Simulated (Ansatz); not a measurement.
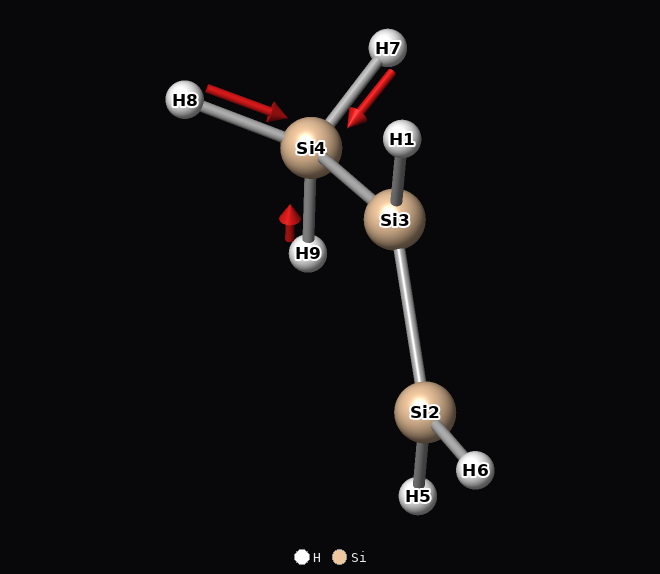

The arrows show one normal mode. Harmonic vibrations computed with RKS PBE0-D4/def2-TZVP (Ansatz 0.2.0) at a stationary point of the same level.

Question: Describe the motion.

Answer: Mostly in-phase stretching of 3 Si–H bonds.

Question: Estimate its harmonic wavenumber.

Answer: 2217 cm⁻¹; it is mode 16 of 21 counted from the lowest.
